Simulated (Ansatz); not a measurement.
# Electron scattering at the Σ3 (111) boundary in fcc Cu, starting shift (0, 0.5), part 2 of 3

Wanted: what the Σ3 (111) boundary in fcc Cu, starting shift (0, 0.5) costs an interconnect.

Ansatz 0.2.0; Ansatz plane-wave DFT, PBE, PAW files; relaxation of a bicrystal slab with its lowest layers held; PAW set soft_1 (the session's first sound run).

So far. Step 2 (Relaxing the bicrystal): The largest force component on a free atom ends at 0.010 eV/Å, under the tolerance of 0.03, after 8 steps.

### 3. Transmission across the boundary

This step: Ansatz plane-wave DFT, PBE, PAW files; ballistic transport by layer matching (Landauer), zero bias; boundary relaxed in a short slab, bulk layers laid on; PAW set soft_1 (Ansatz 0.2.0).

System of this step: Σ3 (111) boundary in fcc Cu, starting shift (0, 0.5). The cell holds 22 atoms: 22 Cu. Cell: a = 2.556 Å, b = 2.556 Å, c = 51.844 Å, α = 90.0°, β = 90.0°, γ = 120.0°. It derives from Cu. Regions: lower grain, 9 atoms (9 Cu); boundary, 6 atoms (6 Cu); upper grain, 7 atoms (7 Cu). Vacuum lies along c.

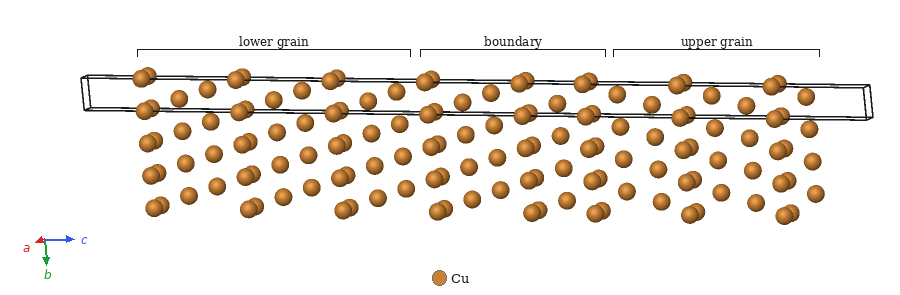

The cell of this step (copper orange). 1×4×1 cells are drawn. Some periodic images of atoms are drawn too.

Input file input.yaml:

```yaml
crystal:
  lattice:
    - [2.5561627297, 0.0, 0.0]
    - [-1.2780813649, 2.2137018601, 0.0]
    - [0.0, 0.0, 51.8444220098]
  atoms:
    - { symbol: Cu, position: [-4.0000000003, -8.0000000002, 0.0771539125] }
    - { symbol: Cu, position: [-3.6666666669, -7.3333333335, 0.1174108591] }
    - { symbol: Cu, position: [-3.3333333336, -6.6666666668, 0.1576678057] }
    - { symbol: Cu, position: [-3.0000000002, -6.0000000001, 0.1979247524] }
    - { symbol: Cu, position: [-2.6666666669, -5.3333333335, 0.238181699] }
    - { symbol: Cu, position: [-2.3333333335, -4.6666666668, 0.2784386456] }
    - { symbol: Cu, position: [-2.0000000002, -4.0000000001, 0.3186955922] }
    - { symbol: Cu, position: [-1.6666666668, -3.3333333334, 0.3589525388] }
    - { symbol: Cu, position: [-1.3333333335, -2.6666666667, 0.3992094854] }
    - { symbol: Cu, position: [0.9999999999, 0.9999999999, 0.439466432] }
    - { symbol: Cu, position: [0.3368338298, 0.6684169149, 0.47956322] }
    - { symbol: Cu, position: [0.6727485062, 0.3363742531, 0.5199040213] }
    - { symbol: Cu, position: [0.0061500802, 0.0030750401, 0.5601445436] }
    - { symbol: Cu, position: [0.3366061247, 0.6683030624, 0.6006884147] }
    - { symbol: Cu, position: [0.0005224274, 0.0002612137, 0.6410474612] }
    - { symbol: Cu, position: [-1.332810906, -1.666405453, 0.6813044078] }
    - { symbol: Cu, position: [-1.6661442393, -2.3330721197, 0.7215613544] }
    - { symbol: Cu, position: [-1.9994775727, -2.9997387863, 0.761818301] }
    - { symbol: Cu, position: [-2.332810906, -3.666405453, 0.8020752476] }
    - { symbol: Cu, position: [-2.6661442394, -4.3330721197, 0.8423321943] }
    - { symbol: Cu, position: [-2.9994775727, -4.9997387864, 0.8825891409] }
    - { symbol: Cu, position: [-3.3328109061, -5.6664054531, 0.9228460875] }
kpoints:
  mp_grid: { grid: [11, 11, 1] }
hamiltonian:
  xc: pbe
  pseudopotentials: { kind: paw, azcp: { folder: soft_1 } }
scf:
  occupations: { method: fermi_dirac, width: 0.1 }
output:
  transmission:
    leads: [[5, 6], [17, 18]]
    kmesh: [28, 28]
    e_range: [-0.1, 0.1]
    de: 0.05
  write_potential: true
  write_density: true
  volumetric_format: npy
  elf: true
```

Started as:

```
ansatz run input.yaml --threads 4 --pin off --max-ram 15360MiB --backend cpu --events-out ev --progress --plain --runs-dir out
```

Numbers of over 12 decimals in the logs are rounded to 6 here.

The log of the run:

```text
[...]
Crystal: 22 atoms, lattice volume = 293.366 Å³
Basis set: ecut = 420 eV, 5855 PW (Γ)
Bands: 251, of which v1, the nominal top of the filled ones, is band 209 counted from 1 (208 counted from 0)
Symmetry: 2 space group operations
[...]
k-points: 36 of 121 (time reversal used)
[...]
SCF iter   1: F=—  HF=-145773.049716 eV  |F-HF|=—  |Δ(HF+E_count)|=         —  Δρ=2.51e-1  dr2=1.11e2  ethr=3.10e-3  ⟨swp⟩=4.9  Hψ=28813  notcnv=0  defer=696
[...]
SCF iter  14: F=-145753.247779 eV  HF=-145753.247779 eV  |F-HF|=3.56e-8  |Δ(HF+E_count)|=   1.97e-8  Δρ=3.41e-6  dr2=8.48e-8  ethr=2.39e-11  ⟨swp⟩=10.7  Hψ=37084  notcnv=0
SCF 1 converged in 14 iterations: F = -145753.247779 eV  dr2 = 8.48e-8
[...]
transmission: 932 of 9284 steps passed
transmission: 1860 of 9284 steps passed
[...]
transmission: 9284 of 9284 steps passed
WARN: The output density's exchange-correlation potential varies sharply where the density is thin. Do not read a vacuum level from v_tot or v_xc, or from such a field of the output density. On a cell that repeats whose density bears no net charge and no dipole along the vacuum's axis use v_es (v_loc + v_h of the components); under efield.dipole_correction with no amplitude use v_es + v_field, which holds any externa [...]
SCF converged after 14 iterations
Free energy (F): -145753.247779 eV
[...]
Internal energy: -145753.050794 eV  (E = F + TS)
E sigma→0 (E₀):  -145753.149286 eV
Entropy (-TS):   -0.196985 eV (-8.954 meV/atom)
Fermi energy:    13.994789 eV
[...]
--- Band table (eV; the first three rows and the last of 36) ---
  k-point 0: bands = [... 205 lower, 12.2249, 12.2250, 12.2779, 12.2790, 12.3090, 12.3094, 12.3346, 12.3367, ... 38 higher]
  k-point 1: bands = [... 205 lower, 12.2306, 12.2324, 12.2855, 12.3170, 12.3347, 12.3445, 12.3999, 12.4002, ... 38 higher]
  k-point 2: bands = [... 205 lower, 12.3041, 12.3346, 12.3640, 12.4053, 12.4057, 12.4578, 12.6415, 12.8493, ... 38 higher]
  k-point 35: bands = [... 205 lower, 14.7428, 14.8909, 14.9856, 15.0945, 15.1931, 15.2755, 15.3660, 15.4533, ... 38 higher]
--- Transmission ---
  basis      : 55 plane waves across, 44 finite elements along
  points     : 211, standing for a mesh of 28 x 28
  energies   : 5 from -0.100000 to 0.100000 eV about the Fermi level, 0.050000 eV apart; the leads are filled to 0.000000 eV, and channels, transmission and decay are at 0.000000 eV
  crystal 0  : Cu1, at the sites [5, 6], period 2.0871 Å, over 20.87 Å; its Hamiltonian steps by up to 7.0 meV
    offset         : up to 0.0000 Å between an atom of the period and one for which it stands
    channels       : 7.844388e-1 a spin
    conductance    : none, the energies end too early or step too widely for 300 K: set another output.transmission.e_range or a lower de, or, where they end at an eighth of basis.ecutwfc, a higher one
    slowest decay  : 0.0452 /Å at (-0.0714, 0.1071)
[...]
channels       : 7.844388e-1 a spin
[...]
slowest decay  : 0.0444 /Å at (-0.0714, 0.1071)
  junction   : crystal 0 to crystal 1, 14.09 to 37.75 Å
    transmission   : 7.651631e-1 a spin
[...]
```

The job ended after 5 min (4 threads of Arm Neoverse V1, shared host; peak memory 3.6 GiB).

In the SCF lines HF is the Harris–Foulkes energy and dr2 the Hartree energy of the density residual, in eV; the loop may stop once dr2 is under the threshold and the program's other checks hold. Hψ counts applications of the Hamiltonian.

Numbers from this step:

| Quantity | Value |
| --- | --- |
| free energy | -145753.2478 eV |
| energy at zero smearing | -145753.1493 eV |
| Fermi energy | 13.99 eV |
| cell area | 5.659 Å² |
| transmission per spin nearest the Fermi level | 0.7652 |
| open channels per spin nearest the Fermi level | 0.7844 |
| open channels per spin, upper lead | 0.7844 |
| step of the lead's potential | 7 meV |
| step of the upper lead's potential | 6.2 meV |

Per spin. Table of transmission, zone mean by energy, zero at the Fermi level:

| energy (eV) | transmission, zone mean |
| --- | --- |
| -0.1000 | 0.774 |
| -0.0500 | 0.778 |
| 0.0000 | 0.765 |
| 0.0500 | 0.767 |
| 0.1000 | 0.775 |

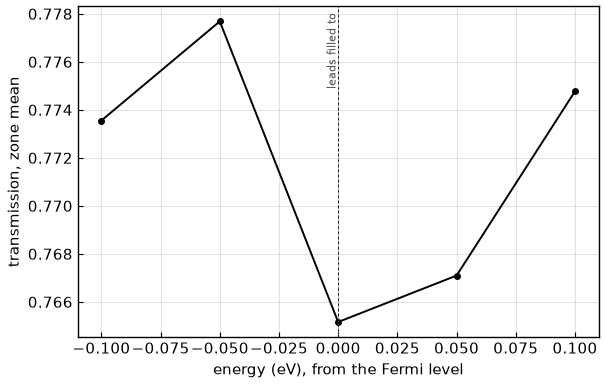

Transmission, zone mean, plotted against energy.

Per spin. Table of open channels, zone mean, lead = upper lead by energy, zero at the Fermi level:

| energy (eV) | open channels, zone mean, lead = upper lead |
| --- | --- |
| -0.1000 | 0.800 |
| -0.0500 | 0.800 |
| 0.0000 | 0.784 |
| 0.0500 | 0.784 |
| 0.1000 | 0.800 |

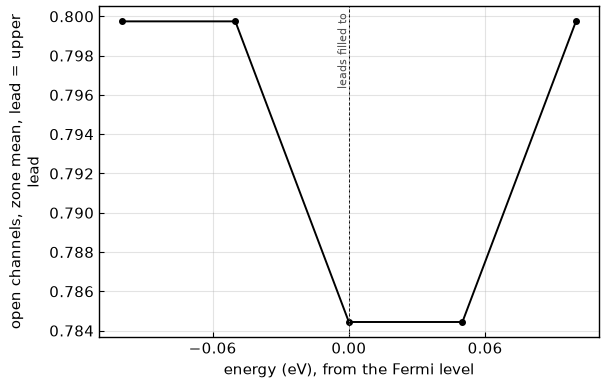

Open channels, zone mean, lead = upper lead against energy.

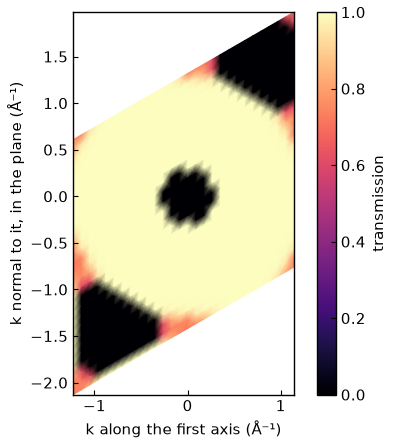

Transmission over k1 and k2. At 0.0000 eV from the Fermi level.

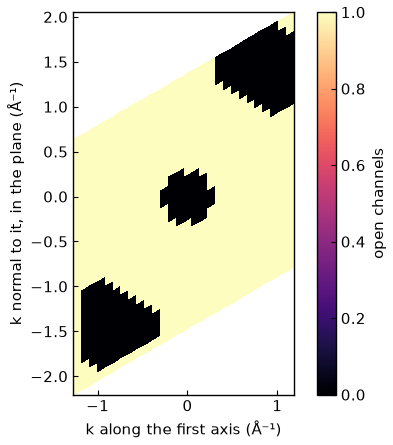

Open channels over k1 and k2. At 0.0000 eV from the Fermi level.

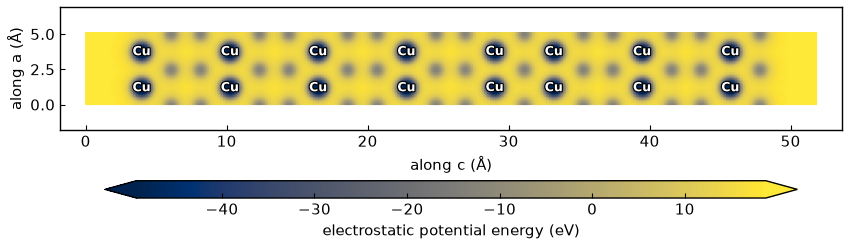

Electrostatic potential energy in the ca plane at fractional y = 0.000, with atoms of Cu within 0.2 Å of it. With pseudopotentials it is smooth inside the atoms' cores, unlike the true potential. The map starts off the cell's origin, so that atoms lie inside it.

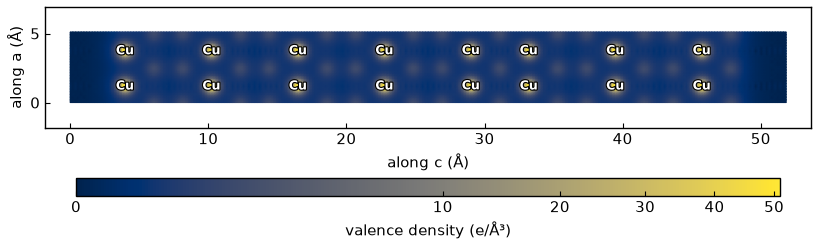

Valence density in the ca plane at fractional y = 0.000, with atoms of Cu within 0.2 Å of it. It is the smooth field of the valence electrons, not physical close to the nuclei. The map starts off the cell's origin, so that atoms lie inside it. The colour scale is stretched toward low values.

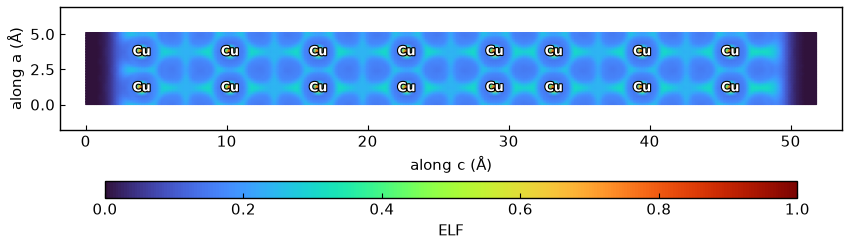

ELF in the ca plane at fractional y = 0.000, with atoms of Cu within 0.2 Å of it. It is the smooth field of the valence electrons, not physical close to the nuclei. The map starts off the cell's origin, so that atoms lie inside it.

Over the solved energies the transmission per spin lies between 0.765 and 0.778, out of 0.794 channels of the lead on average (up to 0.800).

### 4. Specific resistance

This step: Ansatz plane-wave DFT, PBE, PAW files; ballistic transport by layer matching (Landauer), zero bias; specific resistance of the boundary; PAW set soft_1 (Ansatz 0.2.0).

Numbers from this step:

| Property | Result |
| --- | --- |
| area resistance | 0.02620 fΩ m² |
| T over the leads' mean channel count | 0.9723 |

Averaged over the energies near the Fermi level, 97.2 % of the channels pass, which makes 0.0262 fΩ m².

By hand, with T and the leads' channels N averaged over the energies near the Fermi level: RA = A (h/2e²)(1/T − ½[1/N₁ + 1/N₂]) = 5.659×10⁻²⁰ m² × 12 906 Ω × (1/0.7717 − ½[1/0.7936 + 1/0.7936]) = 0.0262 fΩ m².

[end of part 2 of 3]

[Logs are printed without paths, hosts, clocks, repeated set-up lines and the standing remarks that a program may print on its own settings, such as how far it seeks lower states.]

[Hosts, paths, dates, database ids (printed as entryN), source tags and the programs' standing remarks are cut or masked in the printed files.]
